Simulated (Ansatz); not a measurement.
Level of theory: PBE (plane waves to 420 eV, PAW; Ansatz, a first-principles code).

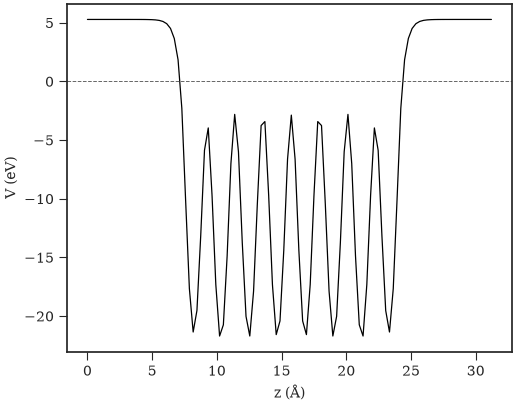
Figure: Planar average of the electrostatic potential across the slab, in eV from the Fermi level, for the (0001) surface of hcp Os in its 1x1 cell, outermost plane spacing 2.17 Å in the ideal cut

Slab: 8 atoms, 15.2 Å thick at the start; k 16x16x1, smearing 0.1 eV, dipole-corrected; all atoms relaxed; held to the start's symmetry, so lower structures may exist; no spin, no spin-orbit, no U.

The vacuum level lies 5.28 eV above the Fermi level over the top face and 5.28 eV above it under the bottom face.
